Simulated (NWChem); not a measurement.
# CHAlClNO: single-point calculation

System: CHAlClNO, SMILES O=C=[N][AlH][Cl].
Method: MP2/6-31G*, RHF (NWChem 7.2.2).

The geometry comes from this level: PBE0-D4/def2-TZVP.

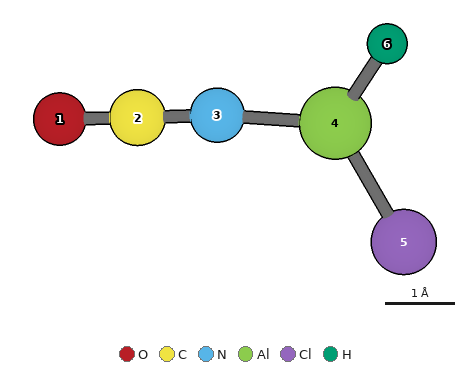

*The structure (ball-and-stick view, seen at a tilt; atoms are numbered from 1 in the order of the input). Sticks mark near contacts.*

Bond lengths as drawn: Al–Cl 2.08 Å, Al–H 1.56 Å, Al–N 1.76 Å, C–N 1.20 Å and C–O 1.16 Å.

**Input file**
```
start struct
memory stack 3200 mb heap 800 mb global 4000 mb

geometry noautosym nocenter noautoz
   O       -0.593600      -1.778800      -2.271400
   C       -0.424200      -1.086600      -1.351600
   N       -0.264000      -0.376900      -0.401600
   Al       0.146900       0.686500       0.934400
   Cl       2.090200       1.431800       1.025300
   H       -0.913300       1.060100       2.018700
end

basis spherical
   O library 6-31G*
   C library 6-31G*
   N library 6-31G*
   Al library 6-31G*
   Cl library 6-31G*
   H library 6-31G*
end

scf
   thresh 1e-08
   maxiter 80
   noprint "final vectors analysis"
end

mp2
   freeze core 13
   tight
end

task direct_mp2 energy
```

Run on 56 threads of Arm Neoverse N1, 90 GiB of memory available, host not shared.

Run as:
```bash
nwchem struct.nw > struct.out
```

**Log**
```
Northwest Computational Chemistry Package (NWChem) 7.2.2
             --------------------------------------------------------

           Job information
           ---------------

    nwchem branch   = 7.2.2
    use scalapack   = T
    input           = struct.nw
    prefix          = struct.
    data base       = ./struct.db
    status          = startup
    nproc           =        1

           Memory information
           ------------------

    heap     =  104857598 doubles =    800.0 Mbytes
    stack    =  419430395 doubles =   3200.0 Mbytes
    global   =  524288000 doubles =   4000.0 Mbytes (distinct from heap & stack)
    total    = 1048575993 doubles =   8000.0 Mbytes
    verify   = yes
    hardfail = no

           Directory information
           ---------------------

  0 permanent = .
  0 scratch   = .

                                NWChem Input Module
                                -------------------

 Scaling coordinates for geometry "geometry" by  1.889725989
 (inverse scale =  0.529177249)

                             Geometry "geometry" -> ""
                             -------------------------

 Output coordinates in angstroms (scale by  1.889725989 to convert to a.u.)

  No.       Tag          Charge          X              Y              Z
 ---- ---------------- ---------- -------------- -------------- --------------
    1 O                    8.0000    -0.59360000    -1.77880000    -2.27140000
    2 C                    6.0000    -0.42420000    -1.08660000    -1.35160000
    3 N                    7.0000    -0.26400000    -0.37690000    -0.40160000
    4 Al                  13.0000     0.14690000     0.68650000     0.93440000
    5 Cl                  17.0000     2.09020000     1.43180000     1.02530000
    6 H                    1.0000    -0.91330000     1.06010000     2.01870000

      Atomic Mass
      -----------

      O                 15.994910
      C                 12.000000
      N                 14.003070
      Al                26.981540
      Cl                34.968850
      H                  1.007825

 Effective nuclear repulsion energy (a.u.)     219.2592465839

            Nuclear Dipole moment (a.u.)
            ----------------------------
        X                 Y               Z
 ---------------- ---------------- ----------------
    51.7554374300    20.6677441645     4.7318738754

            XYZ format geometry
            -------------------
     6
 geometry
 O                    -0.59360000    -1.77880000    -2.27140000
 C                    -0.42420000    -1.08660000    -1.35160000
 N                    -0.26400000    -0.37690000    -0.40160000
 Al                    0.14690000     0.68650000     0.93440000
 Cl                    2.09020000     1.43180000     1.02530000
 H                    -0.91330000     1.06010000     2.01870000

 ==============================================================================
                                internuclear distances
 ------------------------------------------------------------------------------
       center one      |      center two      | atomic units |  angstroms
 ------------------------------------------------------------------------------
    2 C                |   1 O                |     2.19881  |     1.16356
    3 N                |   2 C                |     2.26124  |     1.19659
    4 Al               |   3 N                |     3.31891  |     1.75629
    5 Cl               |   4 Al               |     3.93687  |     2.08330
    6 H                |   4 Al               |     2.95143  |     1.56183
 ------------------------------------------------------------------------------
                         number of included internuclear distances:          5
 ==============================================================================

 ==============================================================================
                                 internuclear angles
 ------------------------------------------------------------------------------
        center 1       |       center 2       |       center 3       |  degrees
 ------------------------------------------------------------------------------
    1 O                |   2 C                |   3 N                |   179.29
    2 C                |   3 N                |   4 Al               |   173.91
    3 N                |   4 Al               |   5 Cl               |   117.91
    3 N                |   4 Al               |   6 H                |   120.94
    5 Cl               |   4 Al               |   6 H                |   121.15
 ------------------------------------------------------------------------------
                            number of included internuclear angles:          5
 ==============================================================================

                      Basis "ao basis" -> "" (spherical)
                      -----
  [basis functions not shown]

 Summary of "ao basis" -> "" (spherical)
 ------------------------------------------------------------------------------
       Tag                 Description            Shells   Functions and Types
 ---------------- ------------------------------  ------  ---------------------
 O                           6-31G*                  6       14   3s2p1d
 C                           6-31G*                  6       14   3s2p1d
 N                           6-31G*                  6       14   3s2p1d
 Al                          6-31G*                  8       18   4s3p1d
 Cl                          6-31G*                  8       18   4s3p1d
 H                           6-31G*                  2        2   2s

                                 NWChem SCF Module
                                 -----------------

  ao basis        = "ao basis"
  functions       =    80
  atoms           =     6
  closed shells   =    26
  open shells     =     0
  charge          =   0.00
  wavefunction    = RHF
  input vectors   = atomic
  output vectors  = ./struct.movecs
  use symmetry    = F
  symmetry adapt  = F

 Summary of "ao basis" -> "ao basis" (spherical)
 ------------------------------------------------------------------------------
       Tag                 Description            Shells   Functions and Types
 ---------------- ------------------------------  ------  ---------------------
 O                           6-31G*                  6       14   3s2p1d
 C                           6-31G*                  6       14   3s2p1d
 N                           6-31G*                  6       14   3s2p1d
 Al                          6-31G*                  8       18   4s3p1d
 Cl                          6-31G*                  8       18   4s3p1d
 H                           6-31G*                  2        2   2s

 Forming initial guess at       0.0s

      Superposition of Atomic Density Guess
      -------------------------------------

 Sum of atomic energies:        -868.51581058

      Non-variational initial energy
      ------------------------------

 Total energy =    -870.206878
 1-e energy   =   -1635.531209
 2-e energy   =     546.065084
 HOMO         =      -0.387436
 LUMO         =       0.011320

 Starting SCF solution at       0.6s

 ----------------------------------------------
         Quadratically convergent ROHF

 Convergence threshold     :          1.000E-08
 Maximum no. of iterations :           80
 Final Fock-matrix accuracy:          1.000E-10
 ----------------------------------------------

 Integral file          = ./struct.aoints.0
 Record size in doubles =  65536        No. of integs per rec  =  43688
 Max. records in memory =    167        Max. records in file   = 851837
 No. of bits per label  =      8        No. of bits per value  =     64

 #quartets = 1.727D+05 #integrals = 4.235D+06 #direct =  0.0% #cached =100.0%

              iter       energy          gnorm     gmax       time
             ----- ------------------- --------- --------- --------
                 1     -869.1943948911  1.23D+00  2.73D-01      1.7
                 2     -869.2763775656  2.96D-01  8.26D-02      1.8
                 3     -869.2852770082  2.12D-02  5.17D-03      2.0
                 4     -869.2853282568  2.18D-04  8.56D-05      2.3
                 5     -869.2853282701  3.51D-08  9.23D-09      2.8
                 6     -869.2853282701  5.52D-10  1.91D-10      3.1

       Final RHF  results
       ------------------

         Total SCF energy =   -869.285328270080
      One-electron energy =  -1637.344059977524
      Two-electron energy =    548.799485123501
 Nuclear repulsion energy =    219.259246583942

        Time for solution =      2.6s

             Final eigenvalues
             -----------------

              1
    1 -104.8110
    2  -58.5329
    3  -20.6234
    4  -15.5859
    5  -11.4185
    6  -10.5524
    7   -8.0201
    8   -8.0184
    9   -8.0181
   10   -4.9552
   11   -3.2707
   12   -3.2692
   13   -3.2675
   14   -1.4722
   15   -1.2490
   16   -1.0900
   17   -0.7759
   18   -0.7160
   19   -0.6514
   20   -0.6501
   21   -0.5640
   22   -0.5082
   23   -0.4826
   24   -0.4658
   25   -0.4563
   26   -0.4479
   27    0.0465
   28    0.0996
   29    0.1236
   30    0.1742
   31    0.2148
   32    0.2186
   33    0.2515
   34    0.3169
   35    0.3561
   36    0.3975

 center of mass
 --------------
 x =   1.04164196 y =   0.41214875 z =   0.08869103

 moments of inertia (a.u.)
 ------------------
        1136.340770350831        -419.935529565078        -371.398380218673
        -419.935529565078        1078.381947764281        -550.279259529582
        -371.398380218673        -550.279259529582         994.158890473439

  Mulliken analysis of the total density
  --------------------------------------

    Atom       Charge   Shell Charges
 -----------   ------   -------------------------------------------------------
    1 O    8     8.49   2.00  0.91  2.84  0.95  1.76  0.04
    2 C    6     5.21   2.00  0.72  1.80  0.16  0.39  0.15
    3 N    7     7.70   2.00  0.75  2.47  0.84  1.62  0.02
    4 Al  13    12.15   2.00  2.00  5.98  0.69  1.08  0.06  0.06  0.27
    5 Cl  17    17.34   2.00  2.00  5.98  1.35  3.60  0.60  1.80  0.01
    6 H    1     1.12   0.47  0.65

       Multipole analysis of the density wrt the origin
       ------------------------------------------------

     L   x y z        total         open         nuclear
     -   - - -        -----         ----         -------
     0   0 0 0     -0.000000      0.000000     52.000000

     1   1 0 0     -0.408670      0.000000     51.755437
     1   0 1 0      0.245605      0.000000     20.667744
     1   0 0 1      0.565973      0.000000      4.731874

     2   2 0 0    -34.438794      0.000000    284.874506
     2   1 1 0     -3.181352      0.000000    225.437122
     2   1 0 1     -1.260033      0.000000    183.344918
     2   0 2 0    -32.276081      0.000000    269.590217
     2   0 1 1     -4.828472      0.000000    277.221212
     2   0 0 2    -34.195874      0.000000    309.470404

 Parallel integral file used      97 records with       0 large values

                          Direct MP2
                          ----------
          Basis functions:                       80
          Shells:                                36
          Block length:                          32
          Active occupied range:          14 -   26
          Active virtual range:           27 -   80
          MO coefficients read from:  ./struct.movecs
          Operator matrices in core:             91
          AO passes required:                     1
          Use AO Integral blocking
          Twofold algorithm used

     Pass:    1     Index range:   14  -   26     Time:      3.27

          -------------------------------------------
          SCF energy                -869.285328270080
          Correlation energy          -0.619554695856
          Total MP2 energy          -869.904882965936
          -------------------------------------------

          Total MP2 time:           3.29

 Task  times  cpu:        6.4s     wall:        6.5s
 Total times  cpu:        6.4s     wall:        6.5s
```

**Results in brief**

```tsv
quantity	value
outcome	converged
total energy	−869.904883 hartree
SCF energy	−869.285328 hartree
correlation energy	−0.619555 hartree
basis functions	80
wall time	6.6 s (CPU time 6.6 s)
peak memory	0.13 GiB
```
